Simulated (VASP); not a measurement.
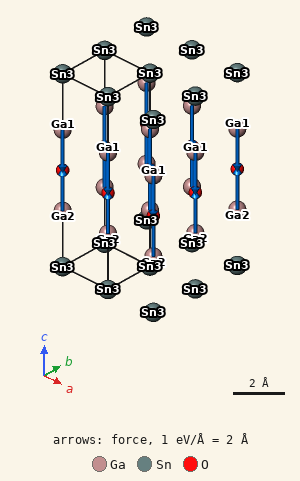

Starting geometry of crystalline Ga₂SnO (a generated structure, set up in P6/mmm) with the computed forces as blue arrows. The picture is a ball-and-stick view of the cell of the calculation, repeated 2 × 2 × 1 with one cell outlined, seen from a free direction.

The run lets cell and atoms move.

These are results of VASP 6.6.1, Kohn-Sham DFT of a periodic cell, PBE, VASP PAW PBE potentials, recommended, not measurements.

Input file:
```
PREC     = Normal         # precision mode
ENCUT    = 520            # plane-wave cutoff, eV
EDIFF    = 1E-4           # SCF threshold, eV
ISMEAR   = 0              # smearing method
SIGMA    = 0.15           # smearing width, eV
LREAL    = F              # projectors in reciprocal space
LASPH    = T              # aspherical terms in the spheres
NELM     = 60             # most SCF steps
ALGO     = Fast           # electronic algorithm
ISIF     = 3              # what is computed and relaxed
LWAVE    = F              # write WAVECAR
LCHARG   = F              # write CHGCAR
GGA      = PE             # functional
IBRION   = 2              # ionic algorithm
NSW      = 24             # ionic steps
EDIFFG   = -0.08          # ionic threshold
```

Command:
```bash
cat potpaw_PBE.64/Ga_d/POTCAR potpaw_PBE.64/Sn_d/POTCAR potpaw_PBE.64/O/POTCAR > POTCAR
mpirun -np 1 vasp_std > vasp.out
```

Q: Is this structure relaxed? If not, where do the atoms go?

A: It isn't relaxed: the largest force vector, on Ga atoms, is 0.90 eV/Å. The atoms end up moving mostly along the starting forces (cosine between the two patterns 1.00). The largest moves relative to the cell, 0.14 Å, are those of Ga atoms. Sn and O stay in place. The volume changes by +9.3 %, with a = b 3.437 → 3.348 Å (−2.6 %), c 7.969 → 9.180 Å (+15.2 %). Among the contacts that change: Ga–Sn 2.313 → 2.809 Å, Ga–O 1.672 → 1.782 Å. The space group stays P6/mmm (No. 191). Over 11 geometry steps the energy falls by 507 meV per atom. Largest force component: 0.9 eV/Å at the start, 0.014 eV/Å at the end. Pressure: 16.80 GPa at the start and 0.08 GPa at the end. At step 1 the optimiser overshot: the energy rose above the start, and later steps came back.

Limits of the set-up: layers or molecules are held without a dispersion correction, so their spacing is unreliable.
